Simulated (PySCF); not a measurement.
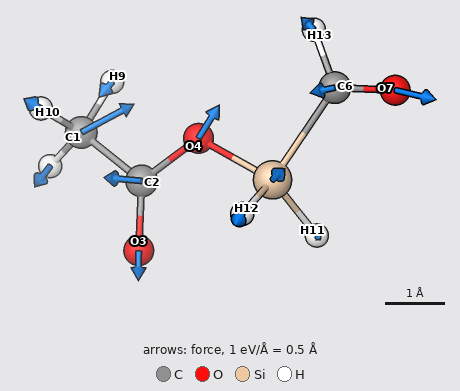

Starting geometry of C3H6O3Si with the computed forces as blue arrows. Style: ball-and-stick. Shown at a tilt.

The start comes from GFN2-xTB. Its atoms were then displaced at random by about 0.01 Å.

Level of theory: PySCF 2.14.0, density-fitted response routines, PBE0-D3(BJ)/def2-SVP geometry optimisation, gas phase. 

> Is this structure relaxed? If not, where do the atoms go?

It isn't relaxed: the largest force vector, on a C atom, is 2.08 eV/Å. The final displacements have little in common with the starting forces (cosine between the two patterns 0.05). Over 12 geometry steps the energy falls by 0.164 eV. The largest move after the best rigid fit is that of an H atom, 0.51 Å. By element the largest moves are H 0.51 Å, O 0.25 Å, C 0.13 Å, Si 0.10 Å. Near-neighbour distances that change, for instance: H–Si 1.439 → 1.485 Å, C–O 1.308 → 1.343 Å, C–H 1.066 → 1.095 Å, C–H 1.124 → 1.100 Å. Bond angles that change, for instance: C–O–Si 121.3° → 116.0°, O–Si–C 99.5° → 102.8°, Si–C–O 122.5° → 119.5°. Groups turn about C–C by about 25°.
